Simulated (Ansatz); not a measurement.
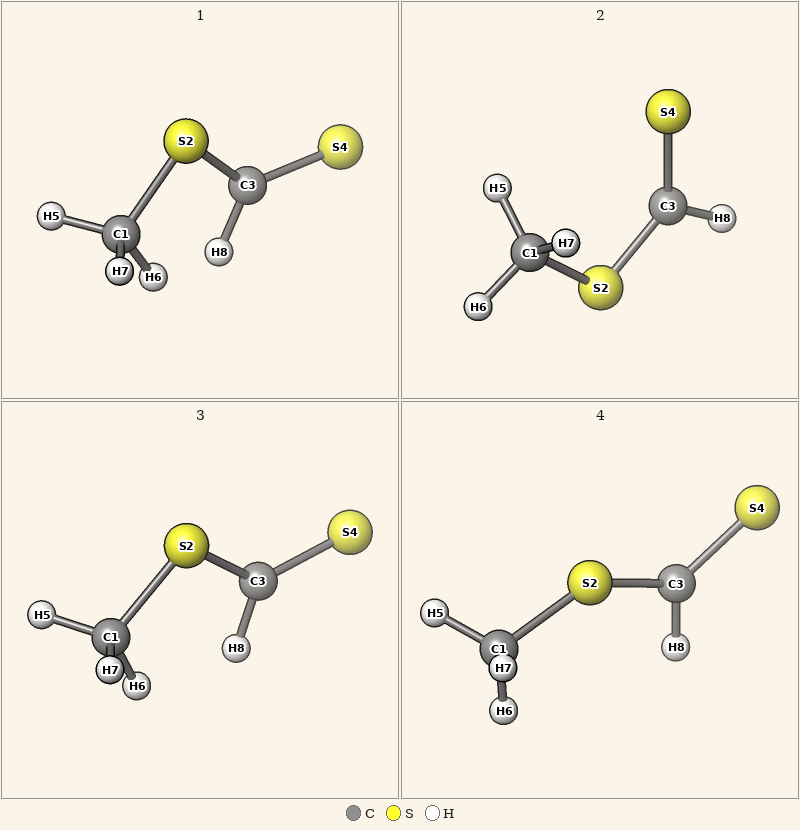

C2H4S2, SMILES CSC=S. Coordinates scanned: (1) angle C1–S2–C3 (carried through 180); (2) change of the bonds S2–C1, S2–C3, all alike. Nothing is relaxed (all other coordinates rigid). The grid has 15 × 15 points. Points are written as (first, second). Energies: eV, counted from the lowest grid point. Method: Ansatz, RHF/def2-TZVP.

The numbered pictures are structures from this grid.

Which is the most stable, and how do the others follow?

Answer. 3, at (260.3°, −0.088 Å): 0.56 eV; 2, at (99.7°, −0.193 Å): 1.38 eV; 4, at (220.1°, −0.123 Å): 2.21 eV; 1, at (273.6°, −0.158 Å): 2.86 eV.

The map, with the structures marked:

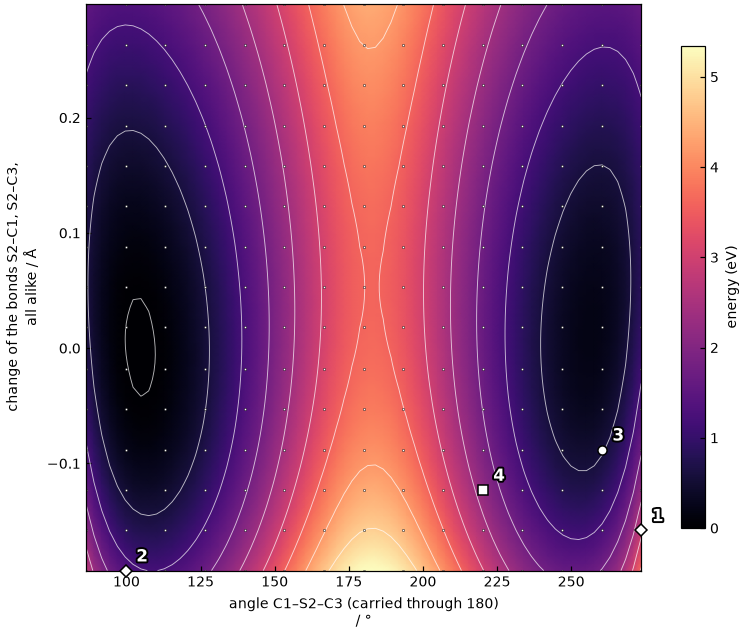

In the figure: a smooth colour map with a few white contour lines, dots at the grid points. Between grid points the surface is interpolated.
